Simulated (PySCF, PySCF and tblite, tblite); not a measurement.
# C12H9F: conformers and averaged spectra

Aim: find the conformers of C12H9F (`Fc1ccc(-c2ccccc2)cc1`), weigh them, and average their properties.

Programs: PySCF 2.14.0 with density-fitted response routines of our own, and tblite 0.8.0. All values are computed, except where a source is named. Atoms count from 0 throughout.

## 1. The starting structure

22 atoms, charge 0, multiplicity 1; geometry from: MMFF94s geometry.

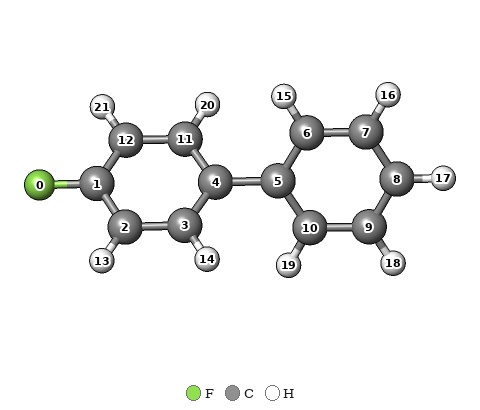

The starting geometry (fluorine green, carbon grey, hydrogen white), atoms numbered.

## 2. GFN2-xTB relaxation, conformer 1

Job settings and geometry (Å):

```
{"job": {"xc": "GFN2-xTB", "basis": "xTB", "kind": "relax"}, "charge": 0, "multiplicity": 1}
F      4.876400     0.034600    -0.129200
C      3.524000     0.031600    -0.103300
C      2.863400    -1.189300    -0.052700
C      1.456600    -1.188300    -0.027800
C      0.723500     0.003700    -0.013200
C     -0.752100    -0.006600     0.015000
C     -1.501200     0.683200    -0.952300
C     -2.892800     0.674000    -0.909000
C     -3.560700    -0.031000     0.092100
C     -2.841200    -0.715200     1.063300
C     -1.442900    -0.705000     1.019900
C      1.433900     1.214600    -0.057900
C      2.829400     1.230700    -0.085300
H      3.419600    -2.115100    -0.061200
H      0.935000    -2.143600     0.000400
H     -1.004500     1.223000    -1.736700
H     -3.463400     1.206800    -1.669000
H     -4.653300    -0.041700     0.119200
H     -3.354500    -1.253500     1.852000
H     -0.885500    -1.235300     1.800900
H      0.900300     2.172500    -0.045500
H      3.379600     2.169200    -0.120400
```

Launch:

```console
> OMP_NUM_THREADS=1 python ens_run.py task.json out
```

This one command runs the whole study; its stages follow in the order run.

What it wrote:

```text
step      E/eV     max force
  0    -952.22829    0.991
  1    -952.26509    0.346
  2    -952.28072    0.253
  3    -952.29150    0.175
  4    -952.29450    0.118
  5    -952.29642    0.102
  6    -952.29839    0.148
  7    -952.30130    0.164
  8    -952.30423    0.122
  9    -952.30637    0.097
 10    -952.30756    0.059
 11    -952.30827    0.054
 12    -952.30866    0.037
 13    -952.30866    0.037
 14    -952.30878    0.026
 15    -952.30888    0.020
 16    -952.30893    0.020
 17    -952.30907    0.027
 18    -952.30917    0.024
 19    -952.30928    0.025
 20    -952.30945    0.031
 21    -952.30973    0.045
 22    -952.31013    0.061
 23    -952.31068    0.061
 24    -952.31140    0.066
 25    -952.31229    0.080
 26    -952.31328    0.082
 27    -952.31421    0.071
 28    -952.31504    0.064
 29    -952.31588    0.061
 30    -952.31677    0.068
 31    -952.31748    0.058
 32    -952.31797    0.046
 33    -952.31837    0.046
 34    -952.31877    0.048
 35    -952.31921    0.052
 36    -952.31966    0.039
 37    -952.32006    0.038
 38    -952.32042    0.041
 39    -952.32072    0.035
 40    -952.32091    0.027
 41    -952.32103    0.023
 42    -952.32113    0.022
 43    -952.32122    0.017
 44    -952.32128    0.016
 45    -952.32131    0.011
 46    -952.32134    0.012
 47    -952.32136    0.009
 48    -952.32137    0.005
 49    -952.32138    0.004
```

It took 0.44 s on 1 thread of AMD EPYC 9R14, shared host.

The energy fell by 0.093 eV, and the atoms moved 0.15 Å (root mean square).

## 3. Shieldings, conformer 1: PBE0/6-31G*

Job settings and geometry (Å):

```
{"job": {"xc": "PBE0", "basis": "6-31G*", "kind": "nmr", "pop": true}, "charge": 0, "multiplicity": 1}
F      4.835602     0.039335    -0.126536
C      3.485354     0.028802    -0.091335
C      2.826438    -1.176673     0.066128
C      1.445065    -1.179196     0.103491
C      0.723173     0.006407    -0.020047
C     -0.747468    -0.005401     0.018163
C     -1.487069     0.775533    -0.866827
C     -2.869064     0.761773    -0.830518
C     -3.533716    -0.026520     0.093962
C     -2.808034    -0.805216     0.979820
C     -1.426139    -0.797946     0.940822
C      1.418500     1.203528    -0.179333
C      2.799855     1.223549    -0.213251
H      3.393383    -2.090054     0.154815
H      0.918541    -2.115735     0.209950
H     -0.973447     1.379754    -1.600481
H     -3.430599     1.367071    -1.527224
H     -4.613154    -0.033675     0.124526
H     -3.321262    -1.419566     1.705280
H     -0.864032    -1.393845     1.645105
H      0.871531     2.131100    -0.257584
H      3.346132     2.146359    -0.329773
```

What it wrote:

```text
coarse grid: 19704 points
cycle   1  E = -561.9115690800  dE =  2.550e+00  |g| = 5.870e-01  |ddm| = 4.972e+00
cycle   2  E = -561.8951394797  dE =  1.643e-02  |g| = 6.867e-01  |ddm| = 1.245e+00
cycle   3  E = -561.9883584028  dE = -9.322e-02  |g| = 1.081e-01  |ddm| = 6.810e-01
cycle   4  E = -561.9908975254  dE = -2.539e-03  |g| = 3.969e-02  |ddm| = 1.430e-01
cycle   5  E = -561.9912175295  dE = -3.200e-04  |g| = 1.902e-02  |ddm| = 5.721e-02
cycle   6  E = -561.9913146343  dE = -9.710e-05  |g| = 3.756e-03  |ddm| = 2.571e-02
cycle   7  E = -561.9913180543  dE = -3.420e-06  |g| = 1.379e-03  |ddm| = 5.202e-03
final grid: 194448 points
cycle   8  E = -561.8886032096  dE = -5.798e-05  |g| = 9.665e-03  |ddm| = 4.550e-02
cycle   9  E = -561.8885971114  dE =  6.098e-06  |g| = 1.163e-02  |ddm| = 2.262e-02
cycle  10  E = -561.8886274245  dE = -3.031e-05  |g| = 1.837e-03  |ddm| = 1.296e-02
cycle  11  E = -561.8886280985  dE = -6.740e-07  |g| = 4.171e-04  |ddm| = 2.162e-03
cycle  12  E = -561.8886281349  dE = -3.644e-08  |g| = 2.003e-04  |ddm| = 6.356e-04
cycle  13  E = -561.8886281454  dE = -1.043e-08  |g| = 3.743e-05  |ddm| = 2.564e-04
cycle  14  E = -561.8886281457  dE = -3.026e-10  |g| = 1.727e-05  |ddm| = 5.917e-05
converged SCF energy = -561.8886281457

GIAO shielding tensors (ppm)
atom      isotropic    diamagn.    paramagn.     s11        s22        s33       span
  0 F      303.981     468.187    -164.206    225.310    308.250    378.383    153.074
  1 C       38.819     253.868    -215.049    -36.821     50.846    102.431    139.251
  2 C       84.732     259.657    -174.925      8.462     67.372    178.361    169.899
  3 C       72.260     264.052    -191.792    -16.548     58.156    175.173    191.722
  4 C       63.990     257.075    -193.085    -13.302     25.934    179.339    192.642
  5 C       60.566     256.345    -195.778    -20.372     23.308    178.763    199.135
  6 C       74.394     263.756    -189.363    -17.093     62.398    177.876    194.969
  7 C       73.347     257.439    -184.092    -23.381     57.885    185.537    208.918
  8 C       75.268     255.983    -180.715    -21.800     60.023    187.580    209.380
  9 C       73.350     257.458    -184.108    -23.392     57.910    185.533    208.924
 10 C       74.340     263.766    -189.426    -17.164     62.365    177.818    194.982
 11 C       72.240     264.055    -191.815    -16.578     58.143    175.156    191.733
 12 C       84.759     259.666    -174.907      8.532     67.359    178.386    169.854
 13 H       25.307      28.073      -2.766     21.571     26.060     28.290      6.718
 14 H       24.789      34.654      -9.865     19.992     24.225     30.150     10.158
 15 H       24.845      34.895     -10.050     20.138     24.019     30.378     10.240
 16 H       24.845      28.374      -3.529     21.151     25.409     27.975      6.824
 17 H       24.952      25.873      -0.920     21.497     25.706     27.654      6.157
 18 H       24.845      28.387      -3.542     21.150     25.408     27.977      6.827
 19 H       24.844      34.912     -10.068     20.125     24.017     30.392     10.267
 20 H       24.793      34.654      -9.862     19.993     24.227     30.158     10.166
 21 H       25.308      28.069      -2.761     21.572     26.066     28.287      6.716
```

Run time: 34 s. Hardware: 1 thread of AMD EPYC 9R14, shared host; peak memory 1.1 GiB.

This run: HOMO -6.36 eV, LUMO -0.51 eV; dipole 1.45 D.

## 4. The ensemble: properties at PBE0/6-31G*

Job settings and geometry (Å):

```
{"job": {"study": "conf", "smiles": "Fc1ccc(-c2ccccc2)cc1", "search": {"seed": 2725, "n_embed": 60, "ff_keep": 14, "window": 3.0, "nmax": 10, "temps": [220, 260, 298.15, 340, 380], "t_ref": 298.15, "order": 0.001}, "level": {"nmr": {"xc": "PBE0", "basis": "6-31G*"}}, "kind": "conf"}, "charge": 0, "multiplicity": 1}
F      4.835602     0.039335    -0.126536
C      3.485354     0.028802    -0.091335
C      2.826438    -1.176673     0.066128
C      1.445065    -1.179196     0.103491
C      0.723173     0.006407    -0.020047
C     -0.747468    -0.005401     0.018163
C     -1.487069     0.775533    -0.866827
C     -2.869064     0.761773    -0.830518
C     -3.533716    -0.026520     0.093962
C     -2.808034    -0.805216     0.979820
C     -1.426139    -0.797946     0.940822
C      1.418500     1.203528    -0.179333
C      2.799855     1.223549    -0.213251
H      3.393383    -2.090054     0.154815
H      0.918541    -2.115735     0.209950
H     -0.973447     1.379754    -1.600481
H     -3.430599     1.367071    -1.527224
H     -4.613154    -0.033675     0.124526
H     -3.321262    -1.419566     1.705280
H     -0.864032    -1.393845     1.645105
H      0.871531     2.131100    -0.257584
H      3.346132     2.146359    -0.329773
```

What it wrote:

```text
conformer  sym    E(xTB)   E(DFT)   G(298.15 K)  weight  dipole/D
    1     C2      0.000    0.000    0.000   1.0000    1.445

mean shielding (ppm) by class
class atoms           220 K      260 K   298.15 K      340 K      380 K
  0 F  0            303.981    303.981    303.981    303.981    303.981
  1 C  1             38.819     38.819     38.819     38.819     38.819
  2 C  2,12          84.745     84.745     84.745     84.745     84.745
  3 C  3,11           72.25      72.25      72.25      72.25      72.25
  4 C  4              63.99      63.99      63.99      63.99      63.99
  5 C  5             60.566     60.566     60.566     60.566     60.566
  6 C  6,10          74.367     74.367     74.367     74.367     74.367
  7 C  7,9           73.349     73.349     73.349     73.349     73.349
  8 C  8             75.268     75.268     75.268     75.268     75.268
  9 H  13,21         25.308     25.308     25.308     25.308     25.308
 10 H  14,20         24.791     24.791     24.791     24.791     24.791
 11 H  15,19         24.845     24.845     24.845     24.845     24.845
 12 H  16,18         24.845     24.845     24.845     24.845     24.845
 13 H  17            24.952     24.952     24.952     24.952     24.952
```

Wall time 36 s (1 thread of AMD EPYC 9R14, shared host). This counts the runs that the step sums up.

The search (ETKDG and KDG, MMFF94s, GFN2-xTB) embedded 60 structures, kept 1 distinct ones after the force field and 1 after xTB; 1 was carried on (window 3.0 kcal/mol at the search's own energies). Energies: PBE0/6-31G* with D3(BJ).

Conformer by conformer (298 K):

| no. | group | mirror pair | ΔE xTB | ΔE DFT | ΔG | weight (%) | μ (D) | C3–C4–C5–C6 (°) | A, B, C (GHz) |
| --- | --- | --- | --- | --- | --- | --- | --- | --- | --- |
| 1 | C2 | yes | 0.00 | 0.00 | 0.00 | 100.0 | 1.45 | -138 | 2.88, 0.39, 0.36 |

Energies in kcal/mol. ΔG holds xTB vibrations and rotation, symmetry numbers and mirror pairs.

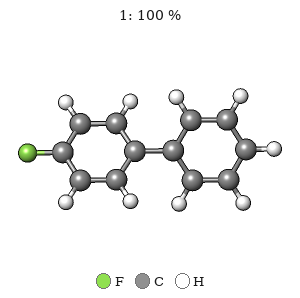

The one conformer.

Shifts against references run at the same level (¹H TMS 32.41, ¹³C TMS 196.4, ¹⁹F CFCl3 192.5 ppm of shielding), by class of atoms, at 298 K:

```csv
atoms,environment,average,measured
C1,aromatic carbon bearing fluorine,157.6,–
C5,substituted aromatic carbon,135.8,–
C4,substituted aromatic carbon,132.4,–
"C3, C11",aromatic CH,124.1,–
"C7, C9",aromatic CH,123.0,–
"C6, C10",aromatic CH,122.0,–
C8,aromatic CH,121.1,–
"C2, C12",aromatic CH,111.6,–
"H14, H20",hydrogen on an aromatic CH,7.62,–
"H15, H19",hydrogen on an aromatic CH,7.57,–
"H16, H18",hydrogen on an aromatic CH,7.57,–
H17,hydrogen on an aromatic CH,7.46,–
"H13, H21",hydrogen on an aromatic CH,7.10,–
F0,aryl fluorine,-111.4,-116.4
```

Measured: G. Saielli, R. Bini, A. Bagno, Computational 19F NMR. 2. Organic compounds, RSC Adv. 2014, ESI (exp. from Berger-Braun-Kalinowski 1994 and Everett 1995).

Effective distances for nuclear Overhauser effects, ⟨r⁻⁶⟩^(−1/6) over all pairs of two classes (Å): H16···H17 2.47; H14···H15 2.68; H15···H16 2.75; H13···H14 2.77.

## 5. What came out

| quantity | value |
| --- | --- |
| conformers | 1; the first in weight is no. 1 (C2), 100 % at 298 K |
| root-mean-square dipole | 1.45 D |
| averaged ¹³C shifts (PBE0/6-31G*) | 157.6, 135.8, 132.4, 124.1, 123.0, 122.0, 121.1, 111.6 ppm |
| averaged ¹H shifts (PBE0/6-31G*) | 7.62, 7.57, 7.57, 7.46, 7.10 ppm |
| averaged ¹⁹F shifts (PBE0/6-31G*) | -111.4 ppm |

The search found one conformer in the window, so the averages are its own values. Against 1 measured ¹⁹F shift the average misses by 5.0 ppm. Vibration and solvent are missing from the shifts, so part of that gap is not the functional's.
